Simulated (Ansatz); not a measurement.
```xyz
13

C    -0.0172    0.8650   -2.7647
C    -0.8709   -0.5208   -1.1296
C    -0.0692    0.7908   -1.2309
C     1.2693    0.8041   -0.5287
F    -0.3774    2.0796   -3.2673
F     1.1220    0.6619    0.7980
F     2.0563   -0.2016   -0.9579
F     1.9254    1.9518   -0.7547
S    -1.2836   -0.4680   -2.9337
H     0.9480    0.5831   -3.2135
H    -1.7441   -0.4892   -0.4650
H    -0.2497   -1.3929   -0.8848
H    -0.6518    1.6498   -0.8693
```

Geometry: B3LYP-D3(BJ)/def2-SVP.

All numbers below come from isolated molecule in a Gaussian basis; Kohn-Sham density functional theory, functional PBE0 (Ansatz 0.2.0).

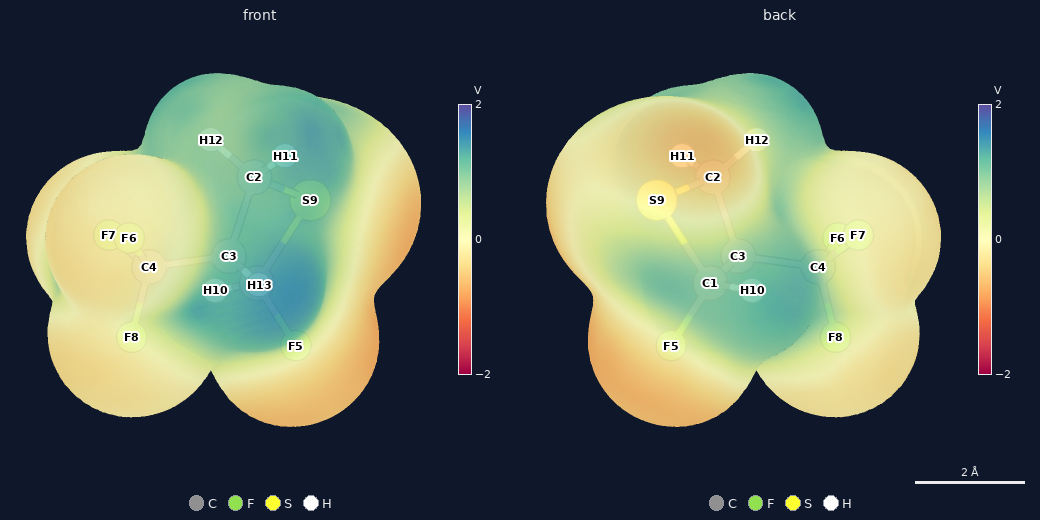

C₄H₄F₄S. The molecular electrostatic potential painted on the density surface at 0.002 e/bohr³, seen from the front and from behind; the colour scale runs from red (negative) to blue (positive).

Q: Which sites attract a positive test charge, and which a negative one?

A: A positive charge is drawn to the negative regions and a negative charge to the positive ones. The most negative region (about −0.7 V) lies over F5 and S9, the most positive (about +1.5 V) over H13.
